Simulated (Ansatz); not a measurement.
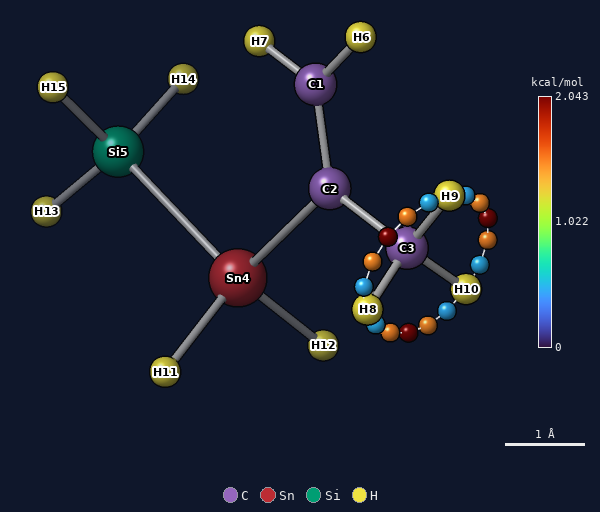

NEB run on C$_{3}$H$_{10}$SiSn. Images are numbered from 0 (start) to 6 (end). The start is drawn whole; smaller spheres mark the moving atoms (H) in the later images, joined by lines and coloured by the energy of the image relative to the start. The picture is a ball-and-stick view, seen from a free direction.

Level of theory: RKS BLYP-D4/def2-SVP in Ansatz 0.2.0.

Input
```yaml
crystal:
  periodic: [false, false, false]
  atoms:
    - { symbol: C, position_ang: [-0.05198, -0.600211, 1.66012] }
    - { symbol: C, position_ang: [0.546796, -0.82671, 0.472468] }
    - { symbol: C, position_ang: [1.582941, -1.910384, 0.262981] }
    - { symbol: Sn, position_ang: [0.01453, 0.416919, -1.252078] }
    - { symbol: Si, position_ang: [-1.72312, 2.218695, -0.530609] }
    - { symbol: H, position_ang: [0.19315, -1.211258, 2.549285] }
    - { symbol: H, position_ang: [-0.807081, 0.187727, 1.811876] }
    - { symbol: H, position_ang: [1.261495, -2.63225, -0.518927] }
    - { symbol: H, position_ang: [1.778049, -2.4807, 1.1962] }
    - { symbol: H, position_ang: [2.54846, -1.484677, -0.086567] }
    - { symbol: H, position_ang: [-0.613277, -0.608547, -2.51309] }
    - { symbol: H, position_ang: [1.466207, 1.145902, -1.882079] }
    - { symbol: H, position_ang: [-2.210625, 2.998904, -1.717882] }
    - { symbol: H, position_ang: [-1.104146, 3.17362, 0.450293] }
    - { symbol: H, position_ang: [-2.9034, 1.562271, 0.127509] }
basis:
  gaussian: { orbitals: def2-SVP }
hamiltonian:
  xc: blyp
  dispersion: d4
neb:
  order_check: false
  images: 5
  f_tol: 0.05
  max_iterations: 60
  initial_path: idpp
  final_atoms:
    - { symbol: C, position_ang: [0.08248332, -0.48277397, 1.69373624] }
    - { symbol: C, position_ang: [0.58118743, -0.79829505, 0.48082002] }
    - { symbol: C, position_ang: [1.5707843, -1.92024784, 0.26053845] }
    - { symbol: Sn, position_ang: [-0.05600869, 0.35520485, -1.27122765] }
    - { symbol: Si, position_ang: [-1.75662589, 2.18714291, -0.53864015] }
    - { symbol: H, position_ang: [0.38129778, -1.04343173, 2.5997615] }
    - { symbol: H, position_ang: [-0.63804057, 0.33416478, 1.85219474] }
    - { symbol: H, position_ang: [2.51803102, -1.54436356, -0.18364654] }
    - { symbol: H, position_ang: [1.1758413, -2.67700601, -0.4520086] }
    - { symbol: H, position_ang: [1.82050211, -2.44078489, 1.20986687] }
    - { symbol: H, position_ang: [-0.75725823, -0.7355077, -2.43564768] }
    - { symbol: H, position_ang: [1.35010615, 1.05451189, -2.02650595] }
    - { symbol: H, position_ang: [-2.26687749, 2.94767916, -1.72902183] }
    - { symbol: H, position_ang: [-1.10200968, 3.15574, 0.40468407] }
    - { symbol: H, position_ang: [-2.92541385, 1.55726817, 0.16459652] }
```

Run as
```bash
ansatz run input.yaml --threads 2 --pin off --max-ram 3072MiB --backend cpu --events-out ev --progress --plain --runs-dir out
```

### Describe the path and its energy.

The motion is a rotation about the C2–C3 bond by about 120°. No bond forms or breaks between the ends. The barrier is about 2.04 kcal/mol in both directions, with image 3 at the top; the ends have the same energy. The band converged in 5 iterations. The largest component of the band force went from 0.46 to 0.031 eV/Å. The climbing image converged on the top of the path. Its vibrational analysis gives one imaginary mode (189i cm⁻¹), as a transition state must have.

The run took 47 s on 2 threads of AMD EPYC 9R45 96-Core Processor (Zen 5), with other jobs on the host, peak memory 0.21 GiB.
